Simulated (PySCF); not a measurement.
# SnH4 (SMILES [SnH4]) at revPBE/def2-SVPD (core potential)

Aim: the vertical ionisation energy of SnH4 at revPBE/def2-SVPD (core potential), from 2 runs. Input form: a Python script.

The calculation is run with PySCF 2.14.0.

6 further runs of the same task are left out: 6 set aside as unsound or not needed.

## Step 1: Starting point

The species is SnH4 (5 atoms), meant as a singlet with charge 0. SMILES: `[SnH4]`. Geometry: relaxed at PBE0-D4/def2-TZVP.

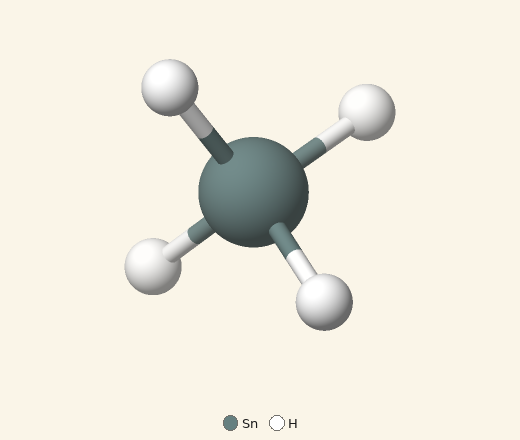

Viewed from a chosen angle; tin teal, hydrogen white.

## Step 2: The energy at revPBE/def2-SVPD (core potential)

input.py reads:

```python
from pyscf import gto, dft

molecule = gto.Mole()
molecule.atom = '''
Sn   0.000030   0.000010   0.000040
H    0.823920  -0.853480   1.222940
H   -1.563610   0.403420   0.543140
H   -0.116810  -0.974610  -1.392490
H    0.856470   1.424640  -0.373640
'''
molecule.verbose = 3
molecule.basis = 'def2-svpd'
molecule.max_memory = 1860
molecule.ecp = {'Sn': 'def2-svp'}
molecule.build()

myscf = dft.RKS(molecule)
myscf.xc = 'revpbe'
myscf.conv_tol = 1e-10
myscf.grids.level = 5
myscf.kernel()
if not myscf.converged:
    myscf = myscf.newton().run(myscf.mo_coeff, myscf.mo_occ)

e_tot = myscf.e_tot
print('E(%s) = %.9f' % ('REVPBE', e_tot))
```

Launch:

```console
OMP_NUM_THREADS=1 python input.py
```

The log of the run:

```text
converged SCF energy = -216.699875197766
E(REVPBE) = -216.699875198
```

Run time: 5.7 s. Hardware: 1 thread of Arm Neoverse V2, shared host; peak memory 0.32 GiB.

## Step 3: The doublet cation at the same level

calc.py reads:

```python
from pyscf import gto, dft

mol = gto.M(
    atom='''
Sn     0.000030     0.000010     0.000040
H      0.823920    -0.853480     1.222940
H     -1.563610     0.403420     0.543140
H     -0.116810    -0.974610    -1.392490
H      0.856470     1.424640    -0.373640
''',
    verbose=4,
    basis='def2-svpd',
    ecp={'Sn': 'def2-svp'},
    max_memory=1860,
    spin=1,
    charge=1,
)

myscf = dft.UKS(mol)
myscf.xc = 'revpbe'
myscf.conv_tol = 1e-10
myscf.grids.level = 5
myscf.kernel()
if not myscf.converged:
    myscf = myscf.newton().run(myscf.mo_coeff, myscf.mo_occ)

energy = myscf.e_tot
print(f'total energy: {energy:.8f} hartree')
```

Launch:

```console
OMP_NUM_THREADS=1 python calc.py
```

The log of the run:

```text
PySCF version 2.14.0

[INPUT] num. atoms = 5
[INPUT] num. electrons = 25
[INPUT] charge = 1
[INPUT] spin (= nelec alpha-beta = 2S) = 1
[INPUT] symmetry False subgroup None
[INPUT] Mole.unit = angstrom
[INPUT] Symbol           X                Y                Z      unit          X                Y                Z       unit  Magmom
[INPUT]  1 Sn     0.000030000000   0.000010000000   0.000040000000 AA    0.000056691784   0.000018897261   0.000075589045 Bohr   0.0
[INPUT]  2 H      0.823920000000  -0.853480000000   1.222940000000 AA    1.556983148552  -1.612843452794   2.311021666776 Bohr   0.0
[INPUT]  3 H     -1.563610000000   0.403420000000   0.543140000000 AA   -2.954794665631   0.762353313172   1.026385847296 Bohr   0.0
[INPUT]  4 H     -0.116810000000  -0.974610000000  -1.392490000000 AA   -0.220738908610  -1.841745978262  -2.631424731196 Bohr   0.0
[INPUT]  5 H      0.856470000000   1.424640000000  -0.373640000000 AA    1.618493733906   2.692179426100  -0.706077269182 Bohr   0.0

nuclear repulsion = 28.4739699786262
number of shells = 28
number of NR pGTOs = 107
number of NR cGTOs = 64
basis = def2-svpd
ecp = {'Sn': 'def2-svp'}

[... 35 lines left out ...]
[... the frontier-level lines of each cycle are left out ...]
[... 40 lines left out ...]
[... 1 line left out ...]
[... 4 lines left out ...]
[... 1 line left out ...]
[... 82 lines left out ...]
SCF not converged.
SCF energy = -216.288930716232 after 50 cycles  <S^2> = 0.75468737  2S+1 = 2.0046819
[... 20 lines left out ...]
    J. P. Perdew, K. Burke, and M. Ernzerhof.,  Phys. Rev. Lett. 77, 3865 (1996)
    J. P. Perdew, K. Burke, and M. Ernzerhof.,  Phys. Rev. Lett. 78, 1396 (1997)
radial grids:
    Treutler-Ahlrichs [JCP 102, 346 (1995); DOI:10.1063/1.469408] (M4) radial grids

becke partition: Becke, JCP 88, 2547 (1988); DOI:10.1063/1.454033
pruning grids: <function nwchem_prune>
grids dens level: 5
symmetrized grids: False
atomic radii adjust function: <function treutler_atomic_radii_adjust>
small_rho_cutoff = 0
******** <class 'pyscf.dft.uks.UKS'> Newton solver flags ********
SCF tol = 1e-10
conv_tol_grad = None
max. SCF cycles = 50
direct_scf = True
direct_scf_tol = 1e-13
max_cycle_inner = 12
max_stepsize = 0.05
ah_start_tol = 1e+09
ah_level_shift = 0
ah_conv_tol = 1e-12
ah_lindep = 1e-14
ah_start_cycle = 1
ah_max_cycle = 40
ah_grad_trust_region = 2.5
kf_interval = 4
kf_trust_region = 5
canonicalization = True
Set conv_tol_grad to 1e-05
Initial guess E= -216.288930716232  |g|= 3.48417e-05
macro= 0  E= -216.288930718091  delta_E= -1.85881e-09  |g|= 3.48417e-05  1 KF 3 JK
macro= 1  E= -216.288930718091  delta_E= -4.54747e-13  |g|= 5.88597e-07  1 KF 2 JK
Canonicalize SCF orbitals
macro X = 2  E=-216.288930718091  |g|= 5.88597e-07  total 3 KF 8 JK
converged SCF energy = -216.288930718091  <S^2> = 0.75468737  2S+1 = 2.0046819
total energy: -216.28893072 hartree
```

Wall time 29 s (1 thread of Arm Neoverse V2, shared host); peak memory 0.48 GiB.

## Step 4: Summary of results

Level: revPBE/def2-SVPD (core potential).

| quantity | value |
| --- | --- |
| singlet SnH4: total energy | -216.69988 Eh |
| singlet SnH4: dipole moment | 0.00 D |
| singlet SnH4: HOMO energy | -7.90 eV |
| singlet SnH4: LUMO energy | -0.76 eV |
| singlet SnH4: HOMO–LUMO gap | 7.15 eV |
| doublet cation: total energy | -216.28893 Eh |
| doublet cation: HOMO energy (highest over α and β) | -14.58 eV |
| doublet cation: LUMO energy (lowest over α and β) | -14.50 eV |
| doublet cation: ⟨S²⟩ | 0.755 |
| vertical ionisation energy (to the doublet cation) | 11.182 eV |

In words: The vertical ionisation energy comes to 11.18 eV (258 kcal/mol). −ε(HOMO) before ionisation, 7.90 eV, is 3.28 eV below this ionisation energy.
